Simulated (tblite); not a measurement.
Frequency calculation of C5H11NOSi2

The run: frequency calculation of C5H11NOSi2. Method and program: GFN2-xTB harmonic vibrations, gas phase (tblite 0.8.0).

It belongs to a series of runs on one base structure; here: H on N replaced by COCH3.

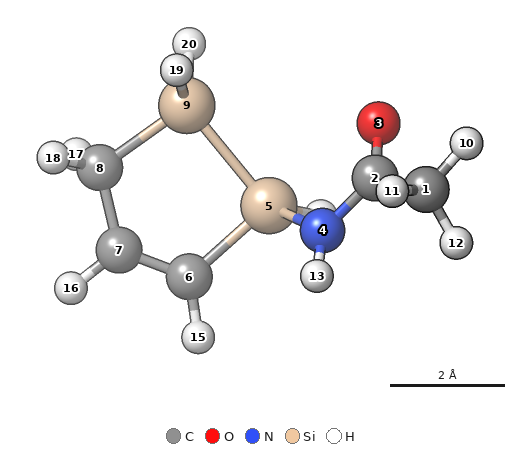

**Figure 1.** The structure (ball-and-stick view, seen at a tilt; atoms are numbered from 1 in the order of the input).

## Key numbers

```csv
quantity,value
outcome,converged
total energy,−727.9905 eV
zero-point energy,91.8840 kcal/mol
hardware,"1 CPU thread, shared host"
wall time,0.89 s
peak memory,0.18 GiB
```

## Input file
```
{"job": {"kind": "ir", "xc": "GFN2-xTB", "basis": "xTB"}, "charge": 0, "multiplicity": 1}
C      3.520629     0.715169     0.624718
C      2.194351     0.703414    -0.089373
O      1.757006     1.642042    -0.736518
N      1.440904    -0.400225    -0.004611
Si    -0.070024    -0.196560    -0.903879
C     -1.106530    -1.713976    -0.469401
C     -2.332202    -1.505602    -0.001694
C     -2.930048    -0.147893     0.209514
Si    -1.622386     1.247254    -0.012751
H      4.026168     1.659649     0.445903
H      3.361125     0.587492     1.694109
H      4.142673    -0.103128     0.266864
H      1.750702    -1.192950     0.532433
H      0.326688    -0.219435    -2.315058
H     -0.765273    -2.730094    -0.611995
H     -2.983264    -2.338589     0.248770
H     -3.743029    -0.024287    -0.510603
H     -3.410721    -0.122775     1.189454
H     -1.366704     1.854564     1.303307
H     -2.195213     2.296609    -0.862226
```

The first line tells a small driver script what to run in tblite; the rest is the geometry in Å.

Command:
```bash
OMP_NUM_THREADS=1 python <driver script> task.json out
```

## The program's output
```
mode    cm-1     km/mol
  1      44.7      1.00
  2      63.2      3.75
  3      70.2      3.19
  4      83.9      4.77
  5     100.9     11.45
  6     141.4     15.23
  7     171.0      6.84
  8     285.6      6.61
  9     323.1      8.05
 10     370.1     32.54
 11     406.9      5.39
 12     469.8      5.50
 13     511.5     87.71
 14     522.2      6.90
 15     550.6     77.72
 16     567.8    133.71
 17     585.4     73.22
 18     596.3     33.36
 19     636.5    127.96
 20     662.6     79.06
 21     690.3    120.57
 22     715.0     27.96
 23     780.1     68.49
 24     787.1     75.26
 25     793.8    106.67
 26     801.8    179.45
 27     932.1      0.36
 28     958.4      6.69
 29     994.0     18.88
 30     995.6      4.26
 31    1004.1     24.08
 32    1113.4      4.87
 33    1149.9     18.40
 34    1176.2      4.79
 35    1258.9      8.79
 36    1324.6      1.14
 37    1368.2     19.43
 38    1404.3    564.42
 39    1456.9      9.79
 40    1463.0      9.08
 41    1466.0      8.60
 42    1655.4     59.69
 43    1687.1    335.43
 44    2172.7    239.04
 45    2211.7    299.47
 46    2220.4    395.21
 47    2942.7     33.90
 48    2974.6     20.92
 49    2992.1     89.75
 50    3017.7     14.21
 51    3023.6      8.67
 52    3047.1     66.33
 53    3061.7      9.03
 54    3469.5      0.83
```

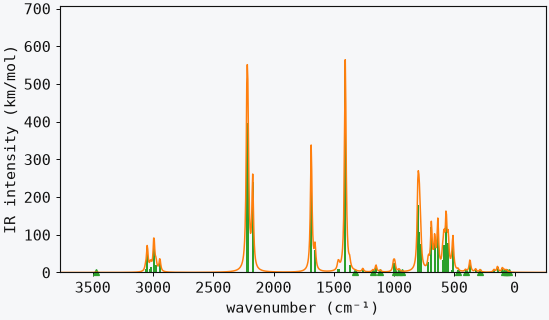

**Figure 2.** Harmonic infrared spectrum, unscaled: sticks (degenerate modes added up, dark ones marked on the axis) with a Lorentzian envelope of 16 cm⁻¹ full width, scaled to the tallest stick. 54 modes from 45 to 3470 cm⁻¹, none imaginary. The strongest line is at 1404 cm⁻¹ (564 km/mol).
